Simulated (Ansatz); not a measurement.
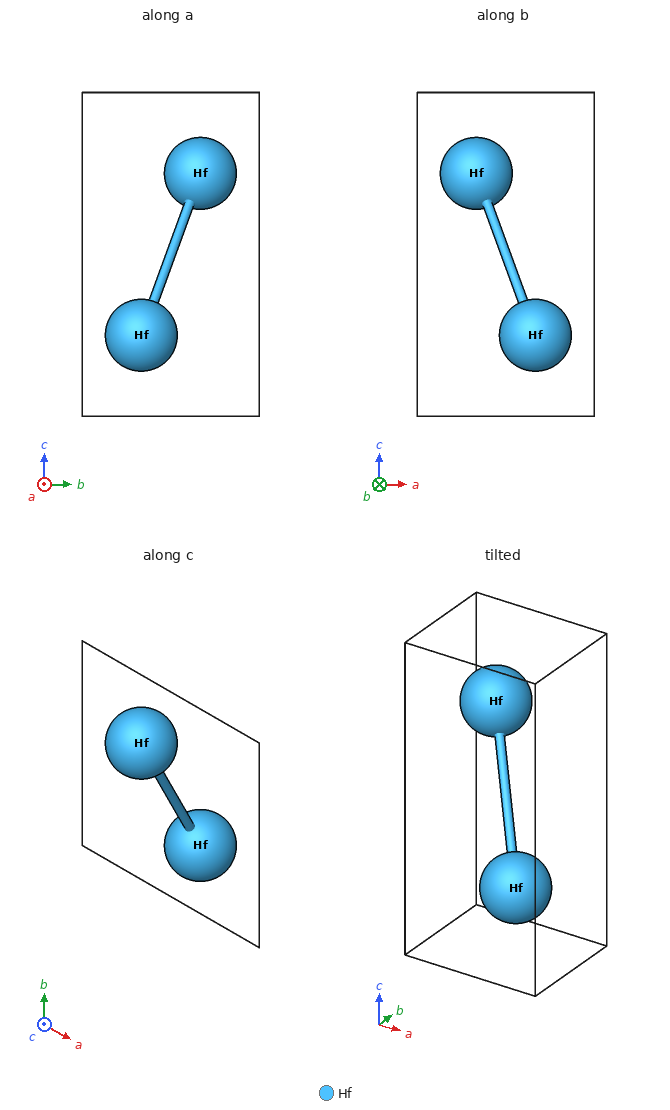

Ball-and-stick drawing of the structure, looking along the a axis, along the b axis, along the c axis and slightly off an axis. The parallelepiped is the conventional unit cell.

Lattice parameters: a = 3.200 Å, b = 3.200 Å, c = 5.062 Å, α = 90.00°, β = 90.00°, γ = 120.00°.

> Record the structure as a table of Wyckoff sites.

Space group P6_3/mmc (No. 194).
| atom | site | x | y | z |
| --- | --- | --- | --- | --- |
| Hf | 2d | 0.3333 | 0.6667 | 0.7500 |

It goes back to the standard structure of this element. Earlier steps of the study may have refined or changed the cell and positions. It was run through Ansatz as a DFT input.

At this level of theory the cell isn't at rest (stretched, at -4 GPa), so its distances can differ from those at equilibrium, the more so the softer the solid.
